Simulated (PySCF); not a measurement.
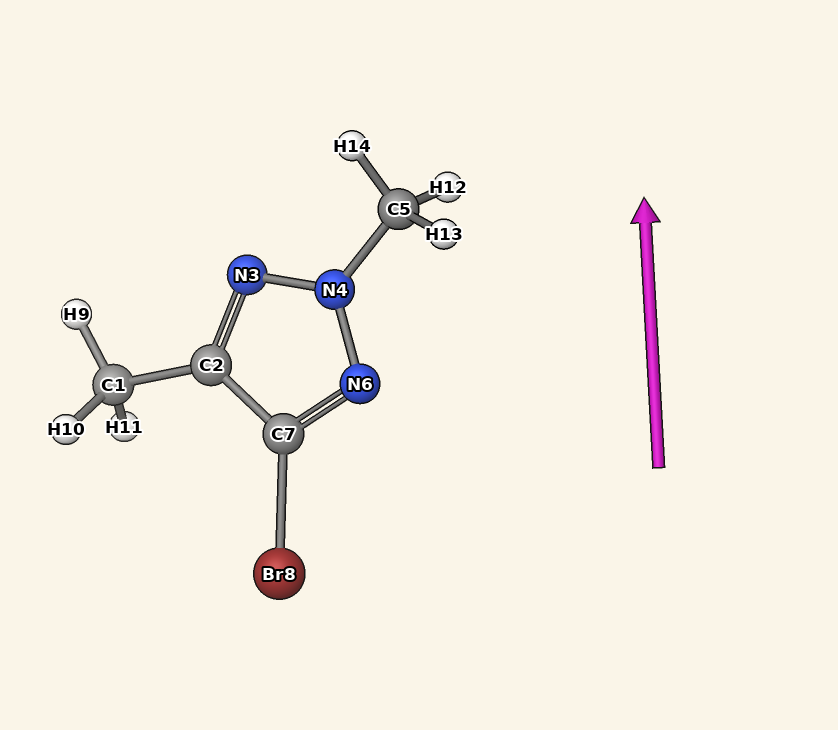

The arrow beside the molecule shows the direction of the dipole moment, from the negative to the positive end (its length means nothing). Computed geometry: GFN2-xTB optimisation. No frequency run is at hand to confirm it as a minimum. Level of theory: PBE0/def2-SVPD, gas phase (PySCF 2.14.0).

> How large is the dipole moment?

1.71 D; it points from the side of Br8 to the side of H14 (the outermost atoms at the two ends).

The geometry is semi-empirical. Around Br such bond lengths and angles can be off by a tenth of an ångström or more and by several degrees, and values that hang on the shape move with them.
